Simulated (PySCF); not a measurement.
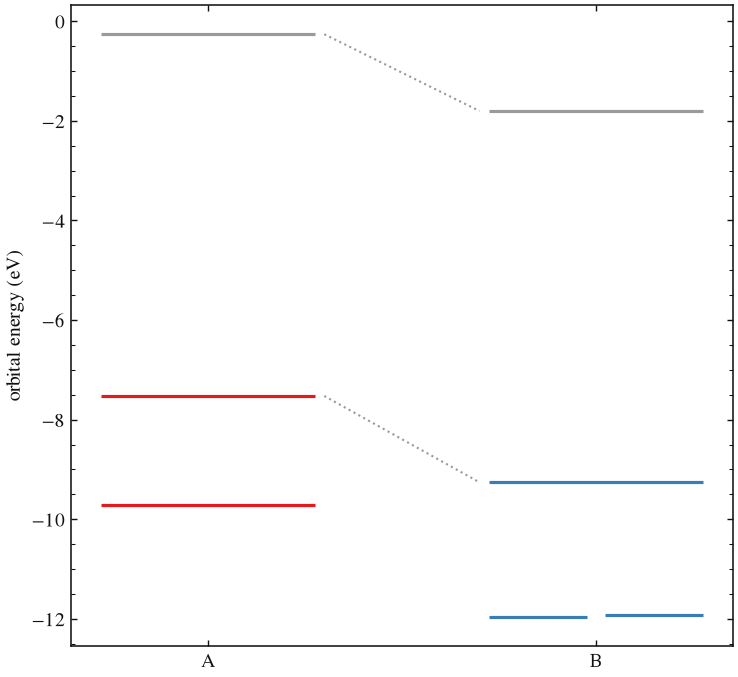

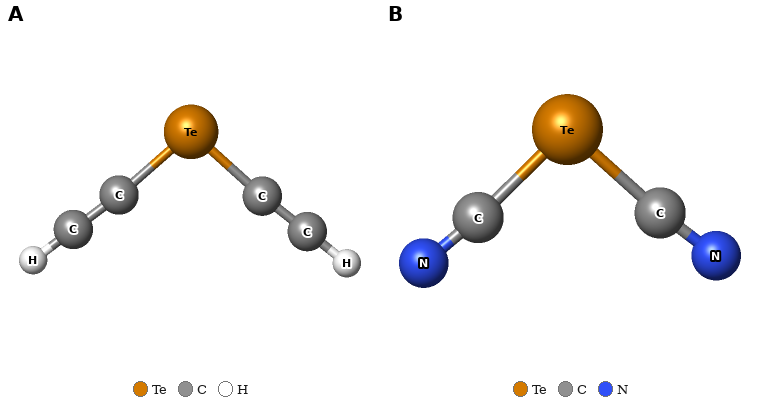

Related molecules: A is C₄H₂Te (Te(CCH)2), SMILES C#C[Te]C#C; B is C₂N₂Te (Te(CN)2), SMILES N#C[Te]C#N. Frontier orbital energies, CAM-B3LYP/def2-SVPD, PySCF 2.14.0, at a PBE0-D3(BJ)/def2-SVP geometry (no frequency check); drawn are at most three filled levels and, in grey, the LUMO with any level within 0.03 eV of it; dotted lines join the HOMOs and the LUMOs.

Question: What does the change do to the frontier levels?

Answer: From A to B the HOMO falls by 1.73 eV and the LUMO falls by 1.54 eV, so the separation goes from 7.26 to 7.46 eV.

Question: Does the ΔSCF ionisation energy follow the HOMO?

Answer: A: −ε(HOMO) 7.53, ΔSCF 8.39 eV; B: −ε(HOMO) 9.26, ΔSCF 10.26 eV.

Limits of at least one run: effective core potentials, which hold scalar relativity, on atoms heavier than Kr; spin-orbit coupling is left out, and with Te it can shift these levels and split any degenerate set.
